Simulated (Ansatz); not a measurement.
The structure below was relaxed with LDA (Ansatz, an electronic-structure program; PAW; 420 eV plane waves; scalar-relativistic without spin-orbit coupling), at pressure 0.9 GPa.

```
BeSe
1.0
    0.00000     2.53184     2.53184
    2.53184     0.00000     2.53184
    2.53184     2.53184     0.00000
Be Se
1 1
Direct
  0.00000   0.00000   0.00000
  0.25000   0.25000   0.25000
```

Find the space group and the Wyckoff positions.

Space group F-43m (No. 216); a = 5.0637 Å, b = 5.0637 Å, c = 5.0637 Å, α = 90.00°, β = 90.00°, γ = 90.00°

```tsv
atom	site	symmetry	x	y	z
Be	4a	-43m	0.0000	0.0000	0.0000
Se	4d	-43m	0.7500	0.7500	0.7500
```

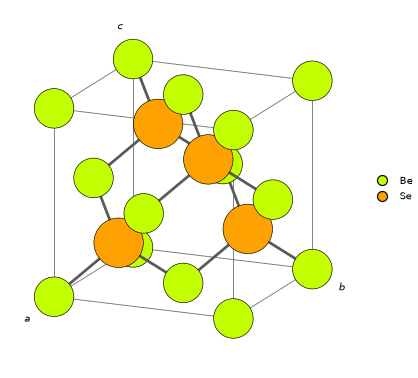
Figure. The conventional cell

Load acts through the strain it causes; cell and atoms are relaxed under it. Whether these cells are dynamically stable was not tested. The cell was made from BeSe in the zinc blende structure (space group F-43m, No. 216) by this change: pressure 0.9 GPa.
